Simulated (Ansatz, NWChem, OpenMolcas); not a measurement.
How basis sets differ on As2 (SMILES [As]#[As])

The species is As2 (2 atoms), meant as a singlet with charge 0. As SMILES, `[As]#[As]`. Geometry: relaxed at PBE0-D4/def2-TZVP.

| atom | x (Å) | y (Å) | z (Å) |
| --- | --- | --- | --- |
| As | 0.0000 | 0.0000 | 0.0025 |
| As | 0.0000 | 0.0000 | 2.0915 |

Each level gives the HOMO–LUMO gap (eV). The values are calculated.

| level | kind | program | value (eV) |
| --- | --- | --- | --- |
| HF/ANO-R0 (sfX2C) | Hartree–Fock | OpenMolcas | 10.16 |
| HF/STO-3G | Hartree–Fock | NWChem | 10.67 |
| HF/3-21G | Hartree–Fock | OpenMolcas | 9.64 |
| HF/ANO-RCC-VDZ (DKH2, RICD fitting) | Hartree–Fock | OpenMolcas | 9.35 |
| HF/def2-TZVPPD | Hartree–Fock | Ansatz | 9.51 |

All-electron rows without a relativistic Hamiltonian named are non-relativistic. The values span 9.35 to 10.67 eV. A Hartree–Fock LUMO above zero doesn't converge with the basis: it sinks as sets grow more diffuse. Orbital gaps aren't excitation energies.

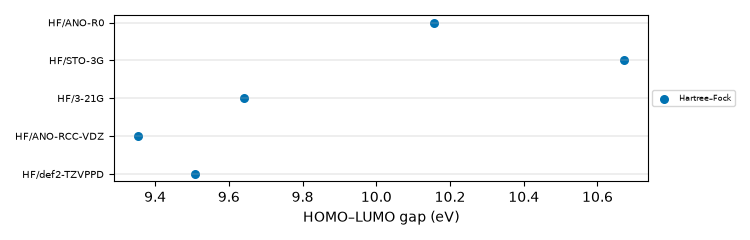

The values of the table, level by level.
